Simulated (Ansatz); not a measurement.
# PbO (P4/nmm): how ε∞ follows the gap

The empty bands of PbO (P4/nmm) are shifted up rigidly by Δ, and ε∞ along x is computed for each shift. x, y and z are the Cartesian axes of the input cell.

The structure is tetragonal, space group P4/nmm (No. 129). Conventional cell: a = 3.990 Å, b = 3.990 Å, c = 5.010 Å, α = 90.00°, β = 90.00°, γ = 90.00°. Around Pb on site c lie 4 O at 2.33 Å. O on site a is surrounded by 4 Pb at 2.33 Å.

Method: Ansatz 0.2.0, PBE, independent particles, k-mesh 6×6×6 with interpolation inside its cells, Gaussian parameter 0.1 eV.

Launch of the response step: `ansatz run input.yaml --threads 4 --pin off --max-ram 8192MiB --backend cpu --events-out ev --progress --plain --runs-dir out`. The series took 3.4 min in all, on 4 threads of Intel(R) Xeon(R) Processor @ 2.50GHz (Skylake/Cascade Lake) (shared host).

```tsv
Δ (eV)	ε∞ along x
0.00	7.390
0.40	?
0.80	6.521
1.20	6.181
1.60	5.885
2.00	5.625
```

With one effective transition at E₀ and fixed dipole strength, ε∞ − 1 = A/(E₀ + Δ), so 1/(ε∞ − 1) is linear in Δ.

Working, on the rows shown:

| x = Δ (eV) | y = 1/(ε∞ − 1) |
| --- | --- |
| 0 | 0.156495 |
| 0.8 | 0.181127 |
| 1.2 | 0.193013 |
| 1.6 | 0.204708 |
| 2 | 0.216216 |

Means: x̄ = 1.12, ȳ = 0.19031. Σ(x − x̄)(y − ȳ) = 0.07074, Σ(x − x̄)² = 2.368. Slope = 0.07074 / 2.368 = 0.02987; intercept = ȳ − slope · x̄ = 0.15686. Turned back into ε∞ along x, the line misses the rows shown by at most 0.015.

Problem. What does the fit predict for the withheld row, and how well does it do?

Solution. At x = 0.4 the line gives y = 0.1688, that is 6.924. The run gave 6.918, so the interpolation is off by 0.006, 0.3 % of the range in the table.

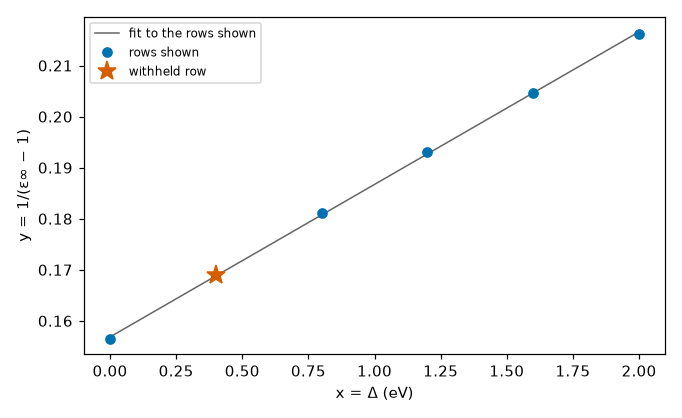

Refitted with all rows, the slope is 0.02984 and the intercept 0.15692. These give E₀ = intercept/slope = 5.3 eV, far above the least direct gap of 2.11 eV: most of the screening comes from transitions well over the edge. Over the first step ε∞ falls by 16 % per eV. The cell comes from an older database entry, whose edges can be off by a per cent or so. Excitons are left out and so are local fields. Spin-orbit coupling is left out.

[Logs are printed without paths, hosts, clocks, repeated set-up lines and the standing remarks that a program may print on its own settings, such as how far it seeks lower states.]
